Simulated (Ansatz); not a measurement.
# revPBE/def2-TZVPP run of CF2 (SMILES F[C]F)

What is the electronic atomisation energy of CF2 at revPBE/def2-TZVPP? 

Program for the calculation: Ansatz 0.2.0.

31 further runs of the same task are left out: 31 set aside as unsound or not needed.

### 1 The system as given

CF2: 3 atoms, total charge 0, spin state singlet. SMILES: `F[C]F`. The coordinates come from a PBE0-D4/def2-TZVP relaxation.

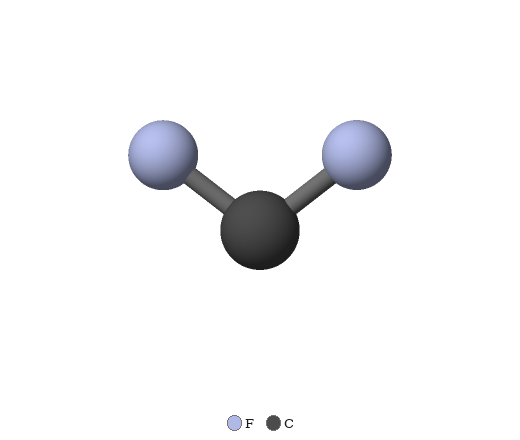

Viewed from a chosen angle; fluorine light blue, carbon dark grey.

### 2 The energy at revPBE/def2-TZVPP

job.yaml

```yaml
basis:
  gaussian:
    orbitals: def2-TZVPP
crystal:
  periodic: [false, false, false]
  atoms:
    - {symbol: F, position_ang: [0.316310, 0.971410, 0.281600]}
    - {symbol: C, position_ang: [0.382340, -0.318520, 0.175150]}
    - {symbol: F, position_ang: [-0.698640, -0.652890, -0.456750]}
hamiltonian:
  xc: {name: revPBE}
accuracy: high
output:
  orbitals: {seedname: orbitals}
```

Started as:

```
$ ansatz run job.yaml --threads 1 --pin off --max-ram 3480MiB --events-out events.jsonl --progress --plain --runs-dir runs
```

The program printed:

```text
Warning: RAYON_NUM_THREADS=1 ignored (pool sized by the plan → 1); use --threads N
Functional definition: revPBE
  name "revPBE"
  parameter kappa = 1.245
  parameter beta = 0.06672455060314922
  exchange = pbe_x(kappa = kappa, mu = beta*pi^2/3)
  correlation = pbe_c(beta = beta)
1489 factors; integrals over basis functions are off by at most 3.6e-9 eV
mean field evaluation 1: about -6468.0967 eV, gradient 2.6e1 eV
mean field evaluation 2: about -6467.3903 eV, gradient 3.6e1 eV
mean field evaluation 4: about -6469.0396 eV, gradient 8.8e-1 eV
mean field evaluation 8: about -6469.0362 eV, gradient 2.1e-2 eV
mean field evaluation 16: about -6469.0362 eV, gradient 1.9e-6 eV
mean field -6469.03624495 eV, -237.7326971317 hartree, gradient 3.2e-8 eV, S^2 0.000000; 0 other end points of the search recorded, 0 dependent functions left out
reference -6469.03624734 eV, -237.7326972194 hartree; 12, 12 occupied and 81, 81 virtual orbitals, 1489 factors
Total energy: -6469.03624734 eV, -237.7326972194 hartree
```

Run time: 1 s. Hardware: 1 thread of AMD EPYC 9R45 (Zen 5), shared host; peak memory 0.18 GiB.

### 3 The C atom at the same level

input.yaml

```yaml
crystal:
  periodic: [false, false, false]
  atoms:
    - symbol: C
      position_ang: [0.000000, 0.000000, 0.000000]
basis:
  gaussian:
    orbitals: def2-TZVPP
magnetization:
  spin_polarized: true
  initial_magnetization: 2
hamiltonian:
  xc: {name: revPBE}
accuracy: high
```

Run the same way, it converges to -37.84560 Eh (log not shown).

### 4 The F atom at the same level

input.yaml

```yaml
crystal:
  periodic: [false, false, false]
  atoms:
    - {symbol: F, position_ang: [0.000000, 0.000000, 0.000000]}
basis:
  gaussian:
    orbitals: def2-TZVPP
magnetization:
  spin_polarized: true
  initial_magnetization: 1
hamiltonian:
  xc: {name: revPBE}
accuracy: high
```

Started as:

```
$ ansatz run input.yaml --threads 1 --pin off --max-ram 3480MiB --events-out events.jsonl --progress --plain --runs-dir runs
```

The program printed (excerpt; [...] marks lines left out):

```text
Warning: RAYON_NUM_THREADS=1 ignored (pool sized by the plan → 1); use --threads N
[... 6 set-up lines as earlier in the session ...]
309 factors; integrals over basis functions are off by at most 2.5e-9 eV
mean field evaluation 1: about -2713.7885 eV, gradient 8.0e0 eV
mean field evaluation 2: about -2713.8373 eV, gradient 5.8e0 eV
mean field evaluation 4: about -2713.9239 eV, gradient 2.6e-2 eV
mean field evaluation 8: about -2713.9238 eV, gradient 2.7e-4 eV
mean field evaluation 16: about -2713.6603 eV, gradient 1.1e1 eV
mean field -2713.92384408 eV, -99.7348617065 hartree, gradient 5.0e-9 eV, S^2 0.751356; 1 other end points of the search recorded, 0 dependent functions left out
reference -2713.92384509 eV, -99.7348617434 hartree; 5, 4 occupied and 26, 27 virtual orbitals, 309 factors
Total energy: -2713.92384509 eV, -99.7348617434 hartree
```

It took 0.28 s on 1 thread of AMD EPYC 9R45 (Zen 5), shared host.

### 5 What came out

Level: revPBE/def2-TZVPP.

```
                     quantity          value
       molecule: total energy  -237.73270 Eh
        molecule: HOMO energy       -7.05 eV
        molecule: LUMO energy       -3.35 eV
      molecule: HOMO–LUMO gap        3.70 eV
         C atom: total energy   -37.84560 Eh
                 C atom: ⟨S²⟩          2.003
         F atom: total energy   -99.73486 Eh
                 F atom: ⟨S²⟩          0.751
electronic atomisation energy      11.357 eV
```

**Reading.** Taking the molecule apart into free atoms costs 11.36 eV (262 kcal/mol), before zero-point energy and without spin-orbit coupling.
